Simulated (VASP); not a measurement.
Band structure of CdTe (zinc blende). Level of theory: PBE GGA, VASP's PBE PAW potentials (set 64) (plane waves; VASP).

Unless said otherwise, spin-orbit coupling is left out, though it shifts the bands of the heavy elements here.

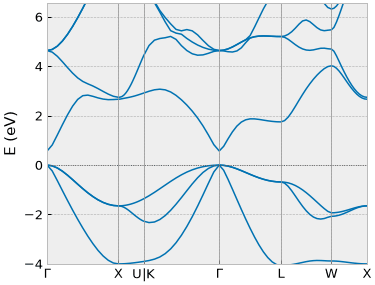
*Bands along high-symmetry lines, zero at the valence-band maximum or, without a gap, the Fermi level*

Q: Read the plot: is there a gap, and where are the band edges?

A: The gap is direct, 0.57 eV, from the valence maximum at Γ to the conduction minimum at Γ. (Edges off the drawn lines would not show.)

Measured: gap 1.63 eV (computed value off by -1.06 eV), as given by Anna Miglio et al., npj Computational Materials (2020), arXiv:2011.12765 [zero-point renormalisation of 16 meV (experimental, the table's column) added back].

The compound is CdTe in the zinc blende structure. It was relaxed first, which changed the volume by +7 %.
